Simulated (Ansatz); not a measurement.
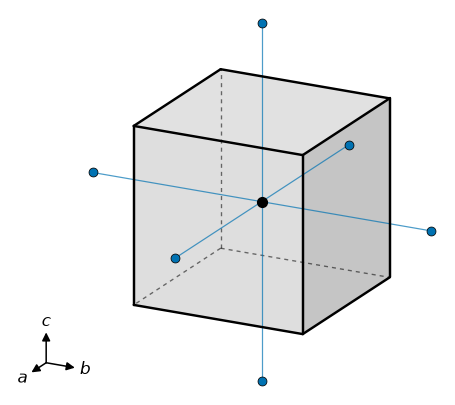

For Ca3BF, the end point of a relaxation with DFT PBE, scalar-relativistic, plane waves, PAW (Ansatz); the starting structure was generated, so it need not be a known form of this composition: the Wigner–Seitz cell of the crystal's lattice, with lines to the lattice points that define its faces. Geometry calculated from the standardised cell; symmetry tolerance 0.002 Å.

a = 5.236 Å, b = 5.236 Å, c = 5.236 Å, α = 90.00°, β = 90.00°, γ = 90.00°; space group No. 221, Pm-3m.

Question: Which of Fedorov's five parallelohedra is it?

Answer: A parallelepiped: 6 faces (6 with 4 edges), 12 edges, 8 vertices. Its volume is that of the primitive cell, 143.5 Å³.

Question: Which lattice vectors do the faces bisect?

Answer:
| example | length (Å) | faces | edges of each | area (Å²) |
| --- | --- | --- | --- | --- |
| a | 5.24 | 6 | 4 | 27.4 |
